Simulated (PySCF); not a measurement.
C₃H₁₁B₂NSi (SMILES BN[SiH2]BCC=C)

```xyz
18

B    -2.3195    1.3787    0.2202
N    -2.5002    0.0015    0.1721
Si   -1.7712   -1.1980   -0.8959
B     0.1488   -0.8874   -1.1664
C     1.0021   -0.1773   -0.0495
C     2.4859   -0.2054   -0.2344
C     3.2146    0.8170   -0.6433
H    -2.9341    2.0268    0.9818
H    -1.5456    1.8766   -0.5090
H    -3.1966   -0.3743    0.7980
H    -2.6238   -1.2199   -2.1058
H    -2.0853   -2.4636   -0.1926
H     0.6911   -1.2273   -2.1509
H     0.7538   -0.5669    0.9434
H     0.6602    0.8653   -0.0366
H     2.9585   -1.1582   -0.0291
H     2.7732    1.7772   -0.8591
H     4.2793    0.7414   -0.7842
```

Geometry: GFN2-xTB.

Method: PBE0/pcSseg-1, SCF density, gas phase, non-relativistic (PySCF).

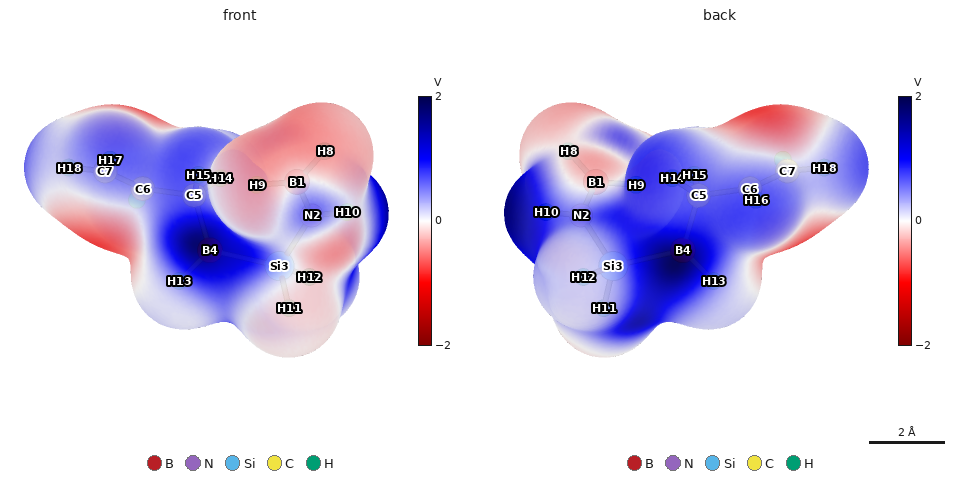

Figure 1. The electrostatic potential painted on the density surface at 0.002 e/bohr³, seen from the front and from behind; the colour scale runs from red (negative) to blue (positive).

Where is the surface potential most negative and most positive?

Answer. The most negative region (about −0.7 V, or −16 kcal/mol for a unit charge) lies over the π face of C6 and C7, the most positive (about +1.8 V, or +42 kcal/mol for a unit charge) over B4 and H10.

What dipole moment does the calculation give?

Answer. Its dipole moment is 1.43 D.

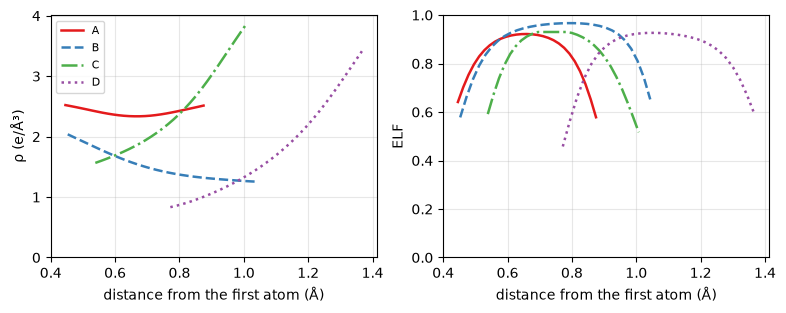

Figure 2. Electron density and ELF along straight lines between neighbouring atoms. The curves leave out the atomic cores.

Which curve belongs to which contact (B–N, C–B, C–C and Si–N)? The first atom named is at distance zero.

Answer. Curve A: C–C (1.32 Å): the density is about 2.3 e/Å³ at the midpoint; the ELF peaks at about 0.90 between the atoms (a multiple bond). Curve B: C–B (1.57 Å): ρ at the midpoint is about 1.4 e/Å³; the ELF peaks at about 0.95 between the atoms (a shared electron pair). Curve C: B–N (1.39 Å): ρ at the midpoint is about 1.9 e/Å³; the ELF peaks at about 0.95 between the atoms, as expected for a short, strongly polar bond. Curve D: Si–N (1.76 Å): ρ is about 1 e/Å³ halfway; the ELF peaks at about 0.95 between the atoms: a polar covalent bond.
